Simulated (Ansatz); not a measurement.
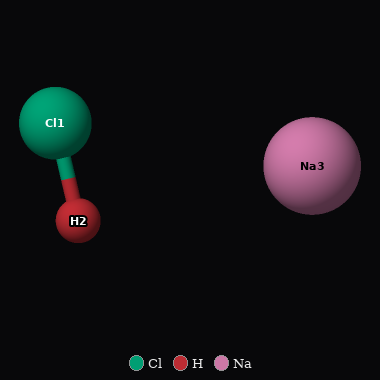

The system is Cl + HNa, spin multiplicity 2; the picture shows the reference structure. 
- The first coordinate is: distance Cl1–H2; the second: distance H2–Na3.
- Nothing is relaxed (the angle Cl1–H2–Na3 is fixed at 90 degrees).
- Grid: 17 × 17 points.
- Points are written as (first, second).
- All energies are given in kcal/mol relative to Cl far from the relaxed HNa (each part in its own basis).
- The calculation used UKS PBE0-D4/def2-SVPD (Ansatz).

Its coordinates:

```yaml
atoms:
  - { symbol: Cl, position_ang: [-1.3360, 0.0000, 0.0000] }
  - { symbol: H, position_ang: [0.0000, 0.0000, 0.0000] }
  - { symbol: Na, position_ang: [0.0000, 3.2270, 0.0000] }
```

Range: distance Cl1–H2 from 1.064 to 3.464 Å; distance H2–Na3 from 1.576 to 3.976 Å.

**What landscape does the calculation give?**

The lowest grid point is at (1.336 Å, 3.227 Å), −64.6 kcal/mol from Cl far from the relaxed HNa (each part in its own basis). The highest grid point, (1.064 Å, 1.576 Å), lies 102.5 kcal/mol above the lowest.

```csv
"distance H2–Na3 ↓, distance Cl1–H2 →",1.129,1.336,1.593,1.883,2.200,2.539,2.896,3.271
3.976,−51.9,−64.1,−45.6,−24.4,−11.8,−4.8,−0.2,3.6
3.594,−52.0,−64.4,−47.3,−28.9,−18.2,−11.5,−6.0,−1.1
3.227,−51.8,−64.6,−49.5,−34.7,−25.9,−19.1,−12.6,−6.7
2.879,−50.7,−64.4,−52.5,−41.6,−34.3,−27.0,−19.7,−13.0
2.551,−48.3,−63.1,−55.3,−48.4,−42.4,−34.7,−26.6,−19.4
2.247,−43.4,−60.8,−58.0,−54.1,−48.1,−39.9,−31.4,−23.9
1.972,−32.5,−54.4,−57.8,−57.2,−51.7,−43.0,−33.9,−26.1
1.737,−11.8,−40.8,−51.5,−54.4,−49.8,−41.0,−31.7,−23.6
1.576,14.4,−22.7,−40.3,−46.6,−43.2,−34.6,−25.1,−16.8
```

The table holds every second grid line.

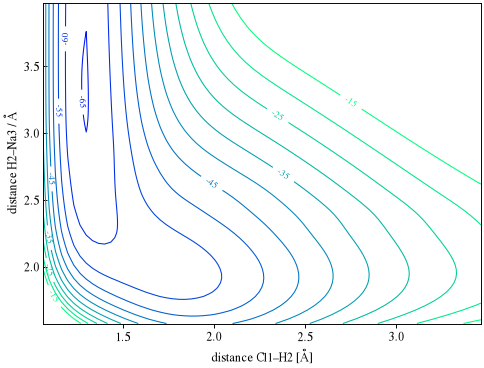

Drawn: contour lines labelled in kcal/mol (none above −15). Between grid points the surface is interpolated.

Each point was launched as `ansatz run input.yaml --threads 1 --pin off --max-ram 2560MiB --backend cpu --events-out ev --progress --plain --runs-dir out`. Time for the 289 points that were run: 20 min on 1 thread of Arm Neoverse V1, with other jobs on the host.
